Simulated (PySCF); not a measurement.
AlH$_{6}$O$_{6}$ (charge −3)

Input

```
{"job": {"kind": "nmr", "xc": "PBE0", "basis": {"default": "pcSseg-1", "Al": "pcSseg-2"}}, "charge": -3, "multiplicity": 1}
Al     0.003013    -0.003279     0.000520
O      0.114288    -0.087387     1.996790
H      0.035889    -1.044695     1.840659
O     -0.109295     0.078667    -1.994081
H     -0.032414     1.036519    -1.840076
O      1.996966    -0.118143     0.099691
H      1.832696    -0.035987     1.055744
O     -1.991404     0.111120    -0.095619
H     -1.829771     0.030884    -1.051902
O     -0.090197     1.988236    -0.123576
H     -1.047157     1.829135    -0.045516
O      0.095579    -1.999150     0.127991
H      1.052426    -1.838021     0.051565
```

Command:

```sh
OMP_NUM_THREADS=1 python probes_run.py task.json out
```

Geometry: PBE0-D3(BJ)/def2-SVP.

Level of theory: PySCF 2.14.0, PBE0/pcSseg-1 Al:pcSseg-2, SCF density, gas phase, non-relativistic.

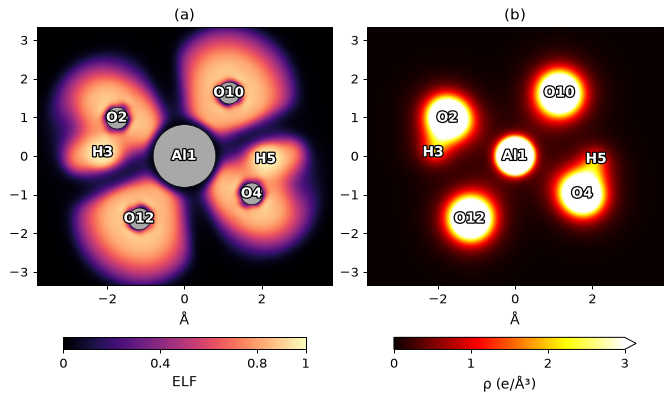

Figure 1. (a) ELF; (b) electron density on the plane of atoms O4, Al1 and O10. Grey discs cover the atomic cores in the ELF map.

**What do the fields say about this system?**

Atoms in the plane: Al, O and H. Al–O (2.00 Å): ρ at the midpoint is about 0.49 e/Å³; the ELF is about 0.60 at the midpoint. O–H (0.97 Å): the density is about 3.5 e/Å³ at the midpoint; the ELF climbs to about 1 towards the hydrogen, as it does in any bond to H: an ordinary covalent bond to hydrogen. The ELF also peaks beside O12, O4, O2 and O10, away from the bonds: lone-pair regions.

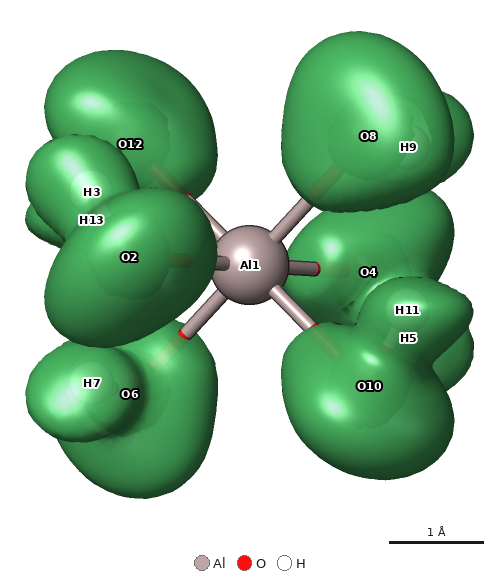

Figure 2. Isosurface of the electron localisation function at 0.75 (green), seen from one side. Core shells and regions of very low density are left out.

**Where are the electrons localised?**

At this value the surface marks out six joined regions spread over several atoms (H, O), in which their bonds and any lone pairs are merged.
